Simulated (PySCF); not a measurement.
# One shape, several levels: AlH5Si (AlH2(SiH3))

Aim: a comparison of 6 runs (RPA/STO-3G, MP2/STO-3G, QCISD(T)/STO-3G, CISD/STO-3G, CCSD(T)/STO-3G, FCI/STO-3G) of AlH5Si (AlH2(SiH3)). Input form: a Python script.

Program for the calculation: PySCF 2.14.0.

**1. The system as given**

AlH5Si has 7 atoms, charge 0, and is taken as a singlet. As SMILES, `[H][Al]([H])[SiH3]`. The start is not the relaxed shape. At this shape the atoms don't form one bonded unit as the SMILES string has it.

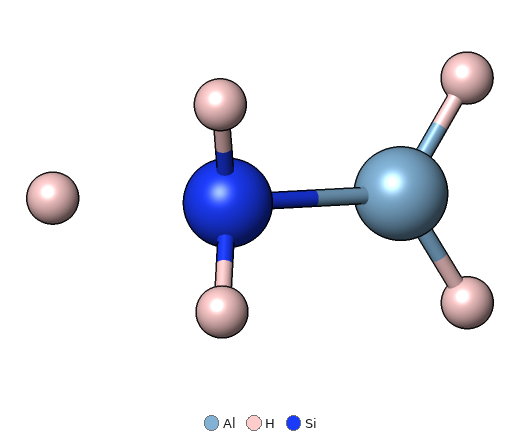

The structure, seen from a chosen angle (aluminium light blue, hydrogen pink, silicon blue).

**2. The energy at RPA/STO-3G (run 1)**

job.py

```python
from pyscf import gto, scf
from pyscf.gw.rpa import RPA

mol = gto.Mole()
mol.atom = '''
Al   0.827164   1.489318   0.672402
H    2.384534   1.652618   0.725012
H    0.192504   2.920808   0.651962
Si  -0.378266  -0.610172   0.651792
H   -1.712306  -0.548792   1.294162
H    0.316734  -1.705072   1.369672
H   -0.795620  -1.472990  -1.353750
'''
mol.charge = 0
mol.verbose = 4
mol.max_memory = 1860
mol.basis = 'sto-3g'
mol.spin = 0
mol.build()

calc0 = scf.RHF(mol)
calc0.conv_tol = 1e-10
calc0.kernel()
if not calc0.converged:
    calc0 = calc0.newton().run(calc0.mo_coeff, calc0.mo_occ)

rpa = RPA(calc0, frozen=10)
rpa.kernel()
e_exx = calc0.e_tot
etot = e_exx + rpa.e_corr
print('Final energy', etot)
```

Run with:

```sh
$ OMP_NUM_THREADS=1 python job.py
```

What it wrote:

```text
PySCF version 2.14.0

[... 59 lines left out ...]
converged SCF energy = -527.354016367018
[... 1 line left out ...]
******** <class 'pyscf.gw.rpa.RPA'> ********
method = RPA
nocc = 6  nmo = 13
frozen orbitals = 10
mem_avail = 1733.07  mem_blk = 0.00  auxlen = 194

******** <class 'pyscf.df.df.DF'> ********
auxbasis = auxmol.basis = {'H': 'def2-svp-ri', 'Al': 'def2-svp-ri', 'Si': 'def2-svp-ri'}
Lowest orbital energy difference:  4.7578e-01
E(RPA) = -527.091727462342  E_corr = -0.130169082625576  E_hf = -526.961558379717
Final energy -527.4841854496437
```

It took 1 s on 1 thread of Intel Xeon Platinum 8259CL at 2.50GHz (Skylake/Cascade Lake), shared host; peak memory 0.12 GiB.

**3. A single-point energy at MP2/STO-3G (run 2)**

job.py

```python
from pyscf import gto, scf, mp

mol = gto.M(
    atom='''
Al     1.563113     2.814403     1.270656
H      4.506116     3.122995     1.370074
H      0.363780     5.519527     1.232030
Si    -0.714819    -1.153058     1.231708
H     -3.235789    -1.037067     2.445612
H      0.598541    -3.222119     2.588305
H     -1.503504    -2.783548    -2.558217
''',
    max_memory=1860,
    unit='bohr',
    basis='sto-3g',
    verbose=3,
)

mf = scf.RHF(mol)
mf.conv_tol = 1e-10
mf.kernel()
if not mf.converged:
    mf = mf.newton().run(mf.mo_coeff, mf.mo_occ)

pt = mp.MP2(mf, frozen=10).run()
e_tot = pt.e_tot
print('E = %.10f Eh' % e_tot)
```

Run with:

```sh
$ OMP_NUM_THREADS=1 python job.py
```

What it wrote:

```text
converged SCF energy = -527.354016362966
E(RMP2) = -527.447070680385  E_corr = -0.0930543174188329
E(SCS-RMP2) = -527.46275999679  E_corr = -0.108743633824269
E = -527.4470706804 Eh
```

Wall time 0.88 s (1 thread of Intel Xeon Platinum 8259CL at 2.50GHz (Skylake/Cascade Lake), shared host); peak memory 0.12 GiB.

Runs 3 to 5 aren't shown in full; the table further down has their settings and results.

**4. The energy at FCI/STO-3G (run 6)**

run.py

```python
from pyscf import gto, scf, mcscf
from pyscf import fci

mol = gto.M(
    atom=[
    ('Al', (0.827164, 1.489318, 0.672402)),
    ('H', (2.384534, 1.652618, 0.725012)),
    ('H', (0.192504, 2.920808, 0.651962)),
    ('Si', (-0.378266, -0.610172, 0.651792)),
    ('H', (-1.712306, -0.548792, 1.294162)),
    ('H', (0.316734, -1.705072, 1.369672)),
    ('H', (-0.795620, -1.472990, -1.353750)),
],
    verbose=3,
    basis='sto-3g',
    max_memory=1860,
)

mf = scf.RHF(mol)
mf.conv_tol = 1e-10
mf.kernel()
if not mf.converged:
    mf = mf.newton().run(mf.mo_coeff, mf.mo_occ)

cas = mcscf.CASCI(mf, mf.mo_coeff.shape[-1] - 10, (mol.nelec[0] - 10, mol.nelec[1] - 10))  # full CI above the frozen core
cas.fcisolver = fci.direct_spin0.FCI(mol)  # even spin states alone
cas.kernel()
print('<S^2> = %.4f' % cas.fcisolver.spin_square(cas.ci, cas.ncas, cas.nelecas)[0])
e_final = cas.e_tot
print(f'total energy: {e_final:.8f} hartree')
```

Run with:

```sh
$ OMP_NUM_THREADS=1 python run.py
```

What it wrote:

```text
converged SCF energy = -527.354016367018
CASCI E = -527.500958929022  E(CI) = -20.7534426719608  S^2 = 0.0000000
<S^2> = 0.0000
total energy: -527.50095893 hartree
```

Run time: 31 s. Hardware: 1 thread of Intel Xeon Platinum 8259CL at 2.50GHz (Skylake/Cascade Lake), shared host; peak memory 0.76 GiB.

**5. The series**

| run | level | energy (Eh) | dipole moment (D) of the reference | HOMO energy (eV) | LUMO energy (eV) | wall time |
| --- | --- | --- | --- | --- | --- | --- |
| 1 | RPA/STO-3G | -527.484185 | 1.47 | -6.68 | 6.27 | 1 s |
| 2 | MP2/STO-3G | -527.447071 | 1.47 | -6.68 | 6.27 | 0.88 s |
| 3 | QCISD(T)/STO-3G | -527.500319 | 1.47 | -6.68 | 6.27 | 0.95 s |
| 4 | CISD/STO-3G | -527.485588 | 1.47 | -6.68 | 6.27 | 0.82 s |
| 5 | CCSD(T)/STO-3G | -527.500245 | 1.47 | -6.68 | 6.27 | 1.1 s |
| 6 | FCI/STO-3G | -527.500959 | 1.47 | -6.68 | 6.27 | 31 s |

**6. Outcome**

| quantity | value |
| --- | --- |
| run 6: total energy | -527.50096 Eh |
| run 6: dipole moment (Hartree–Fock density) | 1.47 D |
| run 6: HOMO energy (Hartree–Fock orbitals) | -6.68 eV |
| run 6: LUMO energy (Hartree–Fock orbitals) | 6.27 eV |
| run 6: HOMO–LUMO gap (Hartree–Fock orbitals) | 12.95 eV |
| run 6: correlation energy (10 core orbitals frozen) | -146.9 mEh |

Against full CI in this basis: MP2 +53.9 mEh; QCISD(T) +0.6 mEh; CISD +15.4 mEh; CCSD(T) +0.7 mEh. All runs together took 35 s, the longest 31 s.
